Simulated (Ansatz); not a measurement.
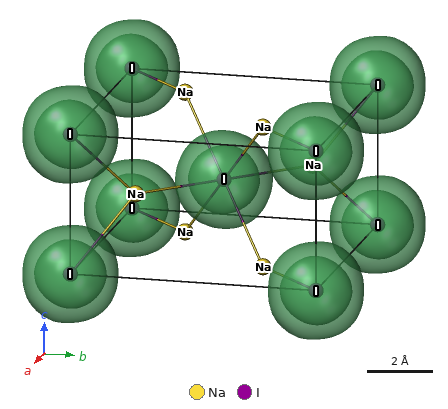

The picture shows: Na₂I. Isosurface of the electron localisation function at 0.7 (green), seen slightly off an axis. Core shells and regions of very low density are left out. Sticks mark near contacts.

Space group P4₂/mnm; started from the rutile_136 prototype, which need not be the ambient phase.

Method: DFT PBE, scalar-relativistic, plane waves, PAW (Ansatz).

In a PAW calculation such maps are meaningful between the atoms, not at the nuclei.

```
CELL_PARAMETERS angstrom
7.82562 0.00000 0.00000
0.00000 7.82562 0.00000
0.00000 0.00000 4.47899
ATOMIC_POSITIONS crystal
Na 0.28854 0.28854 0.00000
Na 0.21146 0.78854 0.50000
Na 0.71146 0.71146 0.00000
Na 0.78854 0.21146 0.50000
I 0.00000 0.00000 0.00000
I 0.50000 0.50000 0.50000
```

Question: Identify the bonds, lone pairs and shells in this picture.

Answer: The surface consists of two regions wrapped around I (the valence shell of each), counted in one cell of 6 atoms. Any copies at cell faces, edges or corners count once.

Values along the shortest contacts:
Na–I (3.19 Å): the ELF peaks at about 0.75 in the valence shell of I, 1.3 Å from its nucleus, and is about 0.60 at the midpoint. Na–I (3.24 Å): the ELF peaks at about 0.80 in the valence shell of I, 1.3 Å from its nucleus, and is about 0.60 at the midpoint.
